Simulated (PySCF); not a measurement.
## C₅H₁₃BSi: a changed input and its effect

System: C₅H₁₃BSi, SMILES [SiH3]CB1CCCC1.
Method of run 1: GIAO PBE0/pcSseg-1 NMR shielding, non-relativistic, IEF-PCM acetonitrile (PySCF 2.14.0).

The geometry comes from this level: PBE0-D3(BJ)/def2-SVP. Text and figures count atoms from 1; the logs count them from 0 in places.

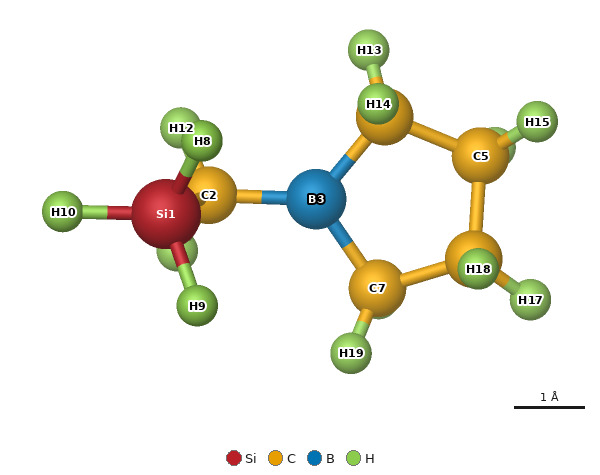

Figure 1. The input geometry (ball-and-stick view, seen at a tilt; atoms are numbered from 1 in the order of the input).

### Input file, run 1
```
{"job": {"kind": "nmr", "xc": "PBE0", "basis": "pcSseg-1", "solvent": "acetonitrile", "pop": true}, "charge": 0, "multiplicity": 1}
Si     2.625970     0.344191    -0.386196
C      1.196310    -0.311394    -1.432261
B     -0.143839     0.029723    -0.717435
C     -0.873665    -0.828514     0.390013
C     -2.224049    -0.126994     0.591533
C     -1.954470     1.352452     0.296228
C     -0.989547     1.350285    -0.896924
H      2.624686    -0.288039     0.969718
H      2.513254     1.824884    -0.207286
H      3.937111     0.046462    -1.041575
H      1.296725     0.184392    -2.412619
H      1.369946    -1.394264    -1.548625
H     -0.929111    -1.915629     0.222047
H     -0.244207    -0.701594     1.297088
H     -2.667329    -0.287642     1.587334
H     -2.951469    -0.517415    -0.142654
H     -2.878938     1.926862     0.123864
H     -1.456565     1.814010     1.167738
H     -0.434721     2.287603    -1.059535
H     -1.557730     1.172864    -1.835990
```

The first line tells a small driver script what to run in PySCF; the rest is the geometry in Å.

Launched with:
```bash
OMP_NUM_THREADS=1 python <driver script> task.json out
```

Hardware: 1 CPU thread, shared host.

### Output (run 1)
```
coarse grid: 16200 points
cycle   1  E = -512.1641247495  dE =  4.688e-01  |g| = 4.976e-01  |ddm| = 3.826e+00
cycle   2  E = -512.1446936740  dE =  1.943e-02  |g| = 5.697e-01  |ddm| = 9.824e-01
cycle   3  E = -512.2318327294  dE = -8.714e-02  |g| = 3.234e-02  |ddm| = 5.670e-01
cycle   4  E = -512.2320396770  dE = -2.069e-04  |g| = 1.294e-02  |ddm| = 3.938e-02
cycle   5  E = -512.2320730155  dE = -3.334e-05  |g| = 4.970e-03  |ddm| = 1.468e-02
cycle   6  E = -512.2320793703  dE = -6.355e-06  |g| = 6.238e-04  |ddm| = 4.555e-03
final grid: 149016 points
cycle   7  E = -512.2710977104  dE = -3.650e-05  |g| = 7.812e-03  |ddm| = 3.124e-02
cycle   8  E = -512.2710912518  dE =  6.459e-06  |g| = 9.334e-03  |ddm| = 1.527e-02
cycle   9  E = -512.2711140978  dE = -2.285e-05  |g| = 2.728e-04  |ddm| = 8.231e-03
cycle  10  E = -512.2711141093  dE = -1.147e-08  |g| = 1.115e-04  |ddm| = 3.296e-04
cycle  11  E = -512.2711141120  dE = -2.651e-09  |g| = 4.357e-05  |ddm| = 1.329e-04
cycle  12  E = -512.2711141124  dE = -4.754e-10  |g| = 5.463e-06  |ddm| = 4.167e-05
converged SCF energy = -512.2711141124

GIAO shielding tensors (ppm)
atom      isotropic    diamagn.    paramagn.     s11        s22        s33       span
  0 Si     418.019     879.304    -461.286    386.982    398.983    468.091     81.109
  1 C      174.530     257.918     -83.388    151.771    175.933    195.886     44.116
  2 B       10.942     188.593    -177.651    -39.530    -34.011    106.367    145.896
  3 C      154.395     253.272     -98.877    146.413    148.496    168.276     21.863
  4 C      154.903     247.638     -92.736    131.299    161.163    172.245     40.946
  5 C      154.800     248.282     -93.481    131.578    161.153    171.670     40.092
  6 C      153.029     253.920    -100.891    141.170    150.368    167.550     26.380
  7 H       27.575      29.275      -1.700     23.968     26.642     32.115      8.147
  8 H       27.476      29.109      -1.633     23.937     26.551     31.940      8.003
  9 H       27.174      27.643      -0.470     24.125     24.610     32.787      8.663
 10 H       29.843      30.458      -0.614     26.022     27.911     35.597      9.575
 11 H       29.790      31.484      -1.694     25.765     27.850     35.755      9.989
 12 H       29.759      31.861      -2.103     24.915     29.264     35.097     10.183
 13 H       30.442      32.504      -2.061     25.638     29.380     36.310     10.672
 14 H       29.384      29.486      -0.102     24.455     27.326     36.371     11.917
 15 H       29.887      30.204      -0.317     25.284     28.073     36.303     11.019
 16 H       29.378      28.884       0.494     24.431     27.279     36.425     11.994
 17 H       30.032      31.078      -1.047     25.819     28.234     36.042     10.222
 18 H       29.603      31.905      -2.302     25.819     28.688     34.302      8.483
 19 H       30.555      30.720      -0.165     25.403     29.445     36.818     11.416
```

The input of run 2 differs as follows (lines with − go, lines with + come):
```diff
-"solvent": "acetonitrile"
-"pop": true
+"solvent": "dimethylsulfoxide"
+"pop": false
```

Predict how the results change.

The total energy of run 2 is 0.01 kcal/mol lower: the change of the electrostatic solvation energy at this fixed geometry, without cavity or dispersion terms. No shielding changes by as much as 0.05 ppm. The number of SCF iterations is the same.

### Output (run 2)
```
coarse grid: 16200 points
cycle   1  E = -512.1641581077  dE =  4.688e-01  |g| = 4.975e-01  |ddm| = 3.826e+00
cycle   2  E = -512.1448077773  dE =  1.935e-02  |g| = 5.694e-01  |ddm| = 9.819e-01
cycle   3  E = -512.2318516219  dE = -8.704e-02  |g| = 3.226e-02  |ddm| = 5.663e-01
cycle   4  E = -512.2320575057  dE = -2.059e-04  |g| = 1.292e-02  |ddm| = 3.925e-02
cycle   5  E = -512.2320906852  dE = -3.318e-05  |g| = 4.967e-03  |ddm| = 1.465e-02
cycle   6  E = -512.2320970310  dE = -6.346e-06  |g| = 6.193e-04  |ddm| = 4.546e-03
final grid: 149016 points
cycle   7  E = -512.2711153986  dE = -3.650e-05  |g| = 7.811e-03  |ddm| = 3.124e-02
cycle   8  E = -512.2711089607  dE =  6.438e-06  |g| = 9.330e-03  |ddm| = 1.526e-02
cycle   9  E = -512.2711317814  dE = -2.282e-05  |g| = 2.724e-04  |ddm| = 8.222e-03
cycle  10  E = -512.2711317928  dE = -1.144e-08  |g| = 1.115e-04  |ddm| = 3.292e-04
cycle  11  E = -512.2711317955  dE = -2.653e-09  |g| = 4.359e-05  |ddm| = 1.329e-04
cycle  12  E = -512.2711317959  dE = -4.738e-10  |g| = 5.438e-06  |ddm| = 4.171e-05
converged SCF energy = -512.2711317959

GIAO shielding tensors (ppm)
atom      isotropic    diamagn.    paramagn.     s11        s22        s33       span
  0 Si     418.009     879.304    -461.295    386.970    398.969    468.088     81.117
  1 C      174.537     257.921     -83.384    151.772    175.946    195.893     44.121
  2 B       10.944     188.589    -177.645    -39.534    -33.996    106.362    145.896
  3 C      154.404     253.276     -98.872    146.422    148.506    168.286     21.864
  4 C      154.910     247.642     -92.732    131.305    161.173    172.252     40.948
  5 C      154.808     248.285     -93.477    131.584    161.162    171.677     40.093
  6 C      153.039     253.923    -100.885    141.181    150.376    167.559     26.378
  7 H       27.576      29.276      -1.701     23.969     26.643     32.115      8.146
  8 H       27.477      29.110      -1.633     23.938     26.552     31.941      8.002
  9 H       27.174      27.644      -0.470     24.125     24.610     32.788      8.662
 10 H       29.841      30.455      -0.614     26.020     27.908     35.596      9.577
 11 H       29.788      31.482      -1.694     25.763     27.847     35.754      9.991
 12 H       29.759      31.862      -2.103     24.914     29.263     35.098     10.184
 13 H       30.441      32.504      -2.063     25.637     29.378     36.310     10.673
 14 H       29.385      29.487      -0.102     24.455     27.327     36.372     11.917
 15 H       29.886      30.204      -0.318     25.283     28.072     36.303     11.019
 16 H       29.379      28.885       0.494     24.431     27.280     36.425     11.994
 17 H       30.031      31.079      -1.048     25.819     28.233     36.042     10.222
 18 H       29.603      31.906      -2.303     25.819     28.688     34.303      8.484
 19 H       30.554      30.719      -0.165     25.401     29.443     36.818     11.417
```

### The two runs side by side

| quantity | run 1 | run 2 |
| --- | --- | --- |
| outcome | converged | converged |
| total energy (hartree) | −512.271114 | −512.271132 |
| HOMO (eV) | −7.89 | −7.89 |
| LUMO (eV) | −0.33 | −0.33 |
| dipole moment (D) | 0.82 | 0.82 |
| shielding of Si1 (ppm) | 418.0 | 418.0 |
| shielding of C2 (ppm) | 174.5 | 174.5 |
| shielding of B3 (ppm) | 10.9 | 10.9 |
| shielding of C4 (ppm) | 154.4 | 154.4 |
| shielding of C5 (ppm) | 154.9 | 154.9 |
| shielding of C6 (ppm) | 154.8 | 154.8 |
| shielding of C7 (ppm) | 153.0 | 153.0 |
| SCF iterations | 12 | 12 |
| basis functions | 191 | 191 |
| wall time (shared host) | 22 s | 20 s |
